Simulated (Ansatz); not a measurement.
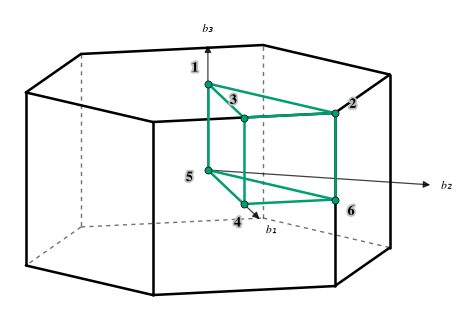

For Ru, coordinates from a relaxation at fixed volume with Ansatz, DFT PBE, spin-orbit coupling, plane waves, PAW: the first Brillouin zone of a primitive hexagonal lattice (hP; extended symbol hP2) is drawn with its special points numbered. The drawing is computed from the coordinates (standard cell, symmetry found to 0.002 Å).

a = 2.723 Å, b = 2.723 Å, c = 4.302 Å, α = 90.00°, β = 90.00°, γ = 120.00°.

Labels and path follow the convention of Hinuma et al. (2017), as computed by seekpath; the arrows show the directions of the reciprocal primitive vectors b₁, b₂, b₃, in which coordinates are given.

Q: Give the label and coordinates of each numbered point.

A:
| no. | label | coordinates |
| --- | --- | --- |
| 1 | A | (0, 0, 1/2) |
| 2 | H | (1/3, 1/3, 1/2) |
| 3 | L | (1/2, 0, 1/2) |
| 4 | M | (1/2, 0, 0) |
| 5 | Γ | (0, 0, 0) |
| 6 | K | (1/3, 1/3, 0) |
